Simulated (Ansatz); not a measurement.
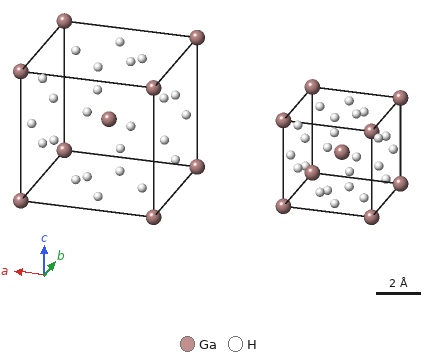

Two geometries of a crystal of GaH6 (a generated structure, set up in Im-3m) (coarse preliminary run), drawn at one scale. One is the start of a relaxation, the other its converged end. A ball-and-stick model of the conventional cell (2 times the calculation's cell), seen from a free direction. Lengths and directions refer to the drawn axes.

Theory: DFT PBE, scalar-relativistic, plane waves, PAW (Ansatz). Settings: plane-wave cutoff 420 eV; k-point mesh 4 × 4 × 4; occupations gaussian; smearing width 0.1 eV; no spin polarisation; cell and atoms relaxed; force threshold 0.04 eV/Å; at most 70 steps.

Which one is relaxed?

The right one is the relaxed one. Over 8 accepted moves (9 points after the start) the energy falls by 838 meV per atom. All forces vanish by symmetry, so only the cell relaxes. The pressure goes from −8.31 to 0.13 GPa. The SCF was repeated once at an unchanged geometry on a basis and grid sized afresh for the cell, which shifted the energy by 2.0 meV per atom at most. No atom moves by more than 0.005 Å relative to the cell. Cell: a = b = c 6.356 → 4.220 Å (−33.6 %). Volume −70.7 %. The space group stays Im-3m (No. 229). The run took 10 s on 1 thread of Arm Neoverse V2, with other jobs on the host, peak memory 0.34 GiB.
